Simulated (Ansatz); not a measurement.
# Run report: CH8Si2, geometry relaxation (part 2 of 2)

Continued. System: CH8Si2. Method: RKS BHLYP-D4/def2-SVP (Ansatz 0.2.0). It belongs to a series of runs on one base structure; here: start relaxed.

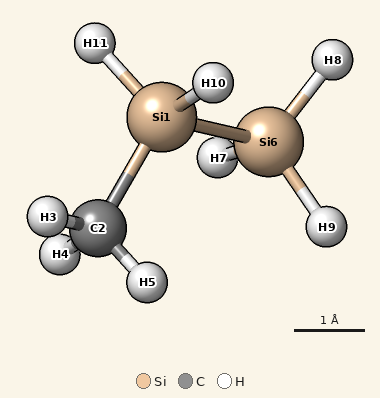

Figure 1. The geometry at step 6 of the log (ball-and-stick view, seen at a tilt; atoms are numbered from 1 in the order of the input).

**Trajectory as extended XYZ (Å, eV, eV/Å), 11 frames, from step=1 to step=11**
```
11
Properties=species:S:1:pos:R:3:forces:R:3 step=1 energy=-16916.11472
Si    0.0000    0.0000    0.0000   -1.0459   0.0346   0.7696
C     0.0000    0.0000    1.8700   -0.1082  -0.0473   0.5022
H    -0.9996   -0.3092    2.2405    0.5800   0.2050  -0.0010
H     0.7676   -0.7111    2.2405   -0.4624   0.3881  -0.0047
H     0.2320    1.0203    2.2405   -0.0909  -0.5963  -0.0530
Si    2.0935    0.0000   -0.7393    0.9624   0.0284  -0.5124
H     2.5508   -1.3762   -0.9079    0.2729  -0.4320  -0.0539
H     2.1573    0.6939   -2.0222    0.1756   0.1918  -0.4555
H     2.9510    0.6823    0.2255    0.3638   0.2312   0.2792
H    -0.6877    1.1914   -0.4862   -0.3406   0.3800  -0.2170
H    -0.6877   -1.1914   -0.4862   -0.3067  -0.3836  -0.2536
11
Properties=species:S:1:pos:R:3:forces:R:3 step=2 energy=-16916.29653
Si   -0.0332   -0.0085    0.0318   -0.2597   0.0008   0.0926
C    -0.0513   -0.0116    1.9142    0.1060  -0.0041   0.2805
H    -1.0564   -0.2239    2.3105    0.2270   0.0694  -0.1428
H     0.6387   -0.7693    2.3175   -0.1786   0.1659  -0.0848
H     0.2665    0.9701    2.2977   -0.0560  -0.2308  -0.0673
Si    2.1439    0.0171   -0.8060    0.2806  -0.0096  -0.0489
H     2.6735   -1.3566   -0.9564   -0.0141  -0.1172   0.0228
H     2.2744    0.6863   -2.1197   -0.1156   0.0395  -0.0667
H     3.0327    0.7257    0.1405    0.0549   0.0885   0.1013
H    -0.7700    1.1716   -0.4718   -0.0324   0.1185  -0.0296
H    -0.7415   -1.2008   -0.4830   -0.0121  -0.1210  -0.0570
11
Properties=species:S:1:pos:R:3:forces:R:3 step=3 energy=-16916.31063
Si   -0.0543   -0.0138    0.0209    0.0885   0.0100   0.0484
C    -0.0374   -0.0146    1.9042   -0.0606  -0.0119   0.1266
H    -1.0461   -0.1718    2.3042    0.0905   0.0282  -0.0228
H     0.6103   -0.8053    2.3020   -0.0738   0.0596  -0.0709
H     0.3329    0.9446    2.2859   -0.0268  -0.0963  -0.0569
Si    2.1574    0.0231   -0.7864   -0.0380   0.0114  -0.0571
H     2.6788   -1.3617   -0.9209    0.0047   0.0280   0.0073
H     2.2310    0.6895   -2.1122    0.0231  -0.0373   0.0233
H     3.0391    0.7574    0.1590   -0.0342   0.0011  -0.0208
H    -0.7897    1.1753   -0.4822    0.0089  -0.0111   0.0143
H    -0.7449   -1.2227   -0.4993    0.0177   0.0182   0.0084
11
Properties=species:S:1:pos:R:3:forces:R:3 step=4 energy=-16916.31437
Si   -0.0464   -0.0160    0.0276    0.0280  -0.0013   0.0065
C    -0.0443   -0.0181    1.9104   -0.0061  -0.0031   0.0321
H    -1.0577   -0.1392    2.3055    0.0257   0.0109  -0.0187
H     0.5731   -0.8299    2.3072   -0.0252   0.0095  -0.0251
H     0.3576    0.9262    2.2908   -0.0037  -0.0306  -0.0123
Si    2.1582    0.0279   -0.7962   -0.0228   0.0046   0.0091
H     2.6881   -1.3540   -0.9206    0.0107   0.0200   0.0106
H     2.2331    0.6833   -2.1263   -0.0027  -0.0243   0.0152
H     3.0297    0.7760    0.1470   -0.0041   0.0022  -0.0262
H    -0.7833    1.1714   -0.4765   -0.0010  -0.0059   0.0077
H    -0.7307   -1.2278   -0.4936    0.0012   0.0179   0.0012
11
Properties=species:S:1:pos:R:3:forces:R:3 step=5 energy=-16916.32353
Si   -0.0448    0.0055    0.0292    0.0104   0.0006   0.0001
C    -0.0438   -0.0474    1.9097    0.0055  -0.0040  -0.0011
H    -1.0625   -0.1187    2.2996   -0.0118  -0.0006   0.0045
H     0.5224   -0.9073    2.2787   -0.0064   0.0004   0.0006
H     0.4128    0.8594    2.3163    0.0070  -0.0110   0.0036
Si    2.1563    0.0394   -0.7936   -0.0020   0.0026  -0.0047
H     2.7305   -1.3297   -0.7904    0.0044   0.0019   0.0132
H     2.2130    0.5678   -2.1788   -0.0068  -0.0114  -0.0037
H     3.0062    0.8977    0.0706   -0.0017   0.0118  -0.0071
H    -0.7656    1.2147   -0.4438    0.0042   0.0077   0.0008
H    -0.7473   -1.1813   -0.5222   -0.0027   0.0019  -0.0062
11
Properties=species:S:1:pos:R:3:forces:R:3 step=6 energy=-16916.32503
Si   -0.0405    0.0340    0.0318   -0.0185   0.0119  -0.0074
C    -0.0437   -0.0874    1.9098    0.0781  -0.0239   0.0690
H    -1.0685   -0.1054    2.2938    0.0443  -0.0021   0.0074
H     0.4638   -1.0021    2.2438   -0.0740   0.1366  -0.0362
H     0.4735    0.7734    2.3526   -0.0654  -0.1215  -0.0455
Si    2.1548    0.0540   -0.7922    0.2153  -0.0036  -0.0932
H     2.7812   -1.2965   -0.6150   -0.0818   0.2526  -0.0355
H     2.1828    0.4103   -2.2476    0.0173  -0.0765   0.2708
H     2.9717    1.0579   -0.0352   -0.1240  -0.1780  -0.1528
H    -0.7284    1.2778   -0.4027    0.0036  -0.0109   0.0142
H    -0.7695   -1.1161   -0.5640    0.0051   0.0152   0.0091
11
Properties=species:S:1:pos:R:3:forces:R:3 step=7 energy=-16916.33075
Si   -0.0401    0.0281    0.0336   -0.0092   0.0137   0.0185
C    -0.0484   -0.0829    1.9116    0.0269  -0.0210   0.0100
H    -1.0727   -0.0991    2.2953    0.0183  -0.0006   0.0047
H     0.4578   -0.9924    2.2514   -0.0257   0.0441  -0.0053
H     0.4670    0.7781    2.3488   -0.0208  -0.0385  -0.0047
Si    2.1557    0.0520   -0.7920    0.1139  -0.0031  -0.0479
H     2.7883   -1.2877   -0.6453   -0.0403   0.0658   0.0046
H     2.1836    0.4271   -2.2312   -0.0056  -0.0258   0.0661
H     2.9823    1.0338   -0.0366   -0.0564  -0.0395  -0.0376
H    -0.7300    1.2685   -0.4041   -0.0004   0.0018  -0.0028
H    -0.7662   -1.1256   -0.5563   -0.0007   0.0031  -0.0055
11
Properties=species:S:1:pos:R:3:forces:R:3 step=8 energy=-16916.33346
Si   -0.0384    0.0424    0.0338   -0.0011   0.0021   0.0075
C    -0.0475   -0.0971    1.9102    0.0010  -0.0014   0.0004
H    -1.0708   -0.1097    2.2955   -0.0016  -0.0016  -0.0015
H     0.4495   -1.0146    2.2373   -0.0014  -0.0013  -0.0035
H     0.4747    0.7508    2.3623    0.0006  -0.0027  -0.0004
Si    2.1575    0.0557   -0.7935    0.0047  -0.0002  -0.0045
H     2.7977   -1.2674   -0.5834    0.0025   0.0020   0.0062
H     2.1808    0.3643   -2.2445    0.0006  -0.0065  -0.0011
H     2.9656    1.0785   -0.0820   -0.0010   0.0041  -0.0041
H    -0.7180    1.2939   -0.3881   -0.0015   0.0033   0.0022
H    -0.7740   -1.0968   -0.5725   -0.0028   0.0021  -0.0013
11
Properties=species:S:1:pos:R:3:forces:R:3 step=9 energy=-16916.33407
Si   -0.0374    0.0701    0.0357   -0.0299  -0.0074   0.0234
C    -0.0498   -0.1276    1.9080    0.0322   0.0099   0.0332
H    -1.0732   -0.1237    2.2944    0.0093  -0.0016  -0.0139
H     0.4212   -1.0696    2.2064   -0.0157   0.0322  -0.0217
H     0.4958    0.6906    2.3895   -0.0208  -0.0345  -0.0271
Si    2.1584    0.0644   -0.7933    0.1120   0.0011  -0.0661
H     2.8370   -1.2197   -0.4560   -0.0559   0.0972  -0.0225
H     2.1749    0.2301   -2.2747   -0.0030  -0.0144   0.1316
H     2.9450    1.1762   -0.1864   -0.0648  -0.0839  -0.0439
H    -0.6962    1.3464   -0.3474    0.0165  -0.0152   0.0014
H    -0.7984   -1.0372   -0.6010    0.0203   0.0167   0.0055
11
Properties=species:S:1:pos:R:3:forces:R:3 step=10 energy=-16916.33515
Si   -0.0366    0.0676    0.0365    0.0121   0.0027  -0.0135
C    -0.0477   -0.1249    1.9086   -0.0022   0.0075  -0.0023
H    -1.0708   -0.1233    2.2945   -0.0026  -0.0009  -0.0026
H     0.4258   -1.0640    2.2077    0.0017  -0.0052  -0.0065
H     0.4954    0.6951    2.3868   -0.0002  -0.0003  -0.0065
Si    2.1579    0.0639   -0.7954   -0.0121  -0.0025   0.0172
H     2.8236   -1.2220   -0.4630    0.0095   0.0199  -0.0113
H     2.1741    0.2402   -2.2695    0.0057  -0.0039   0.0248
H     2.9368    1.1671   -0.1759    0.0053  -0.0171  -0.0171
H    -0.6913    1.3430   -0.3534   -0.0096  -0.0074   0.0077
H    -0.7900   -1.0427   -0.6016   -0.0076   0.0073   0.0102
11
Properties=species:S:1:pos:R:3:forces:R:3 step=11 energy=-16916.33542
Si   -0.0374    0.0692    0.0363    0.0001   0.0001  -0.0004
C    -0.0482   -0.1256    1.9075    0.0007  -0.0001   0.0006
H    -1.0713   -0.1241    2.2935   -0.0002  -0.0001   0.0001
H     0.4248   -1.0661    2.2034   -0.0003  -0.0006  -0.0003
H     0.4963    0.6930    2.3863   -0.0001   0.0001   0.0002
Si    2.1578    0.0638   -0.7931   -0.0006   0.0001   0.0004
H     2.8298   -1.2177   -0.4596    0.0008   0.0004   0.0003
H     2.1744    0.2343   -2.2668    0.0001  -0.0006   0.0001
H     2.9399    1.1684   -0.1823    0.0005   0.0002  -0.0007
H    -0.6945    1.3441   -0.3503   -0.0004   0.0004  -0.0001
H    -0.7945   -1.0393   -0.5997   -0.0006   0.0002  -0.0002
```

This output came from the following input.

**Input file**
```yaml
crystal:
  periodic: [false, false, false]
  atoms:
    - { symbol: Si, position_ang: [0.0, 0.0, 0.0] }
    - { symbol: C, position_ang: [0.0, 0.0, 1.87] }
    - { symbol: H, position_ang: [-0.9996, -0.3092, 2.2405] }
    - { symbol: H, position_ang: [0.7676, -0.7111, 2.2405] }
    - { symbol: H, position_ang: [0.232, 1.0203, 2.2405] }
    - { symbol: Si, position_ang: [2.0935, 0.0, -0.7393] }
    - { symbol: H, position_ang: [2.5508, -1.3762, -0.9079] }
    - { symbol: H, position_ang: [2.1573, 0.6939, -2.0222] }
    - { symbol: H, position_ang: [2.951, 0.6823, 0.2255] }
    - { symbol: H, position_ang: [-0.6877, 1.1914, -0.4862] }
    - { symbol: H, position_ang: [-0.6877, -1.1914, -0.4862] }
basis:
  gaussian: { orbitals: def2-SVP }
hamiltonian:
  xc: { name: BHLYP }
  dispersion: d4
relax:
  f_tol: 0.02
  max_steps: 40
```

Launch command:
```bash
ansatz run input.yaml --threads 2 --pin off --max-ram 3072MiB --backend cpu --events-out ev --progress --plain --runs-dir out
```

**Results in brief**

| quantity | value |
| --- | --- |
| outcome | converged |
| total energy | −16916.3356 eV |
| mean-field energy | −16916.0735 eV |
| largest force (length of the vector) at the end | 0.001 eV/Å |
| hardware | 2 threads of Arm Neoverse V2, 24 GiB of memory available, shared host |
| wall time | 18 s (CPU time 34 s) |
| peak memory | 0.17 GiB |
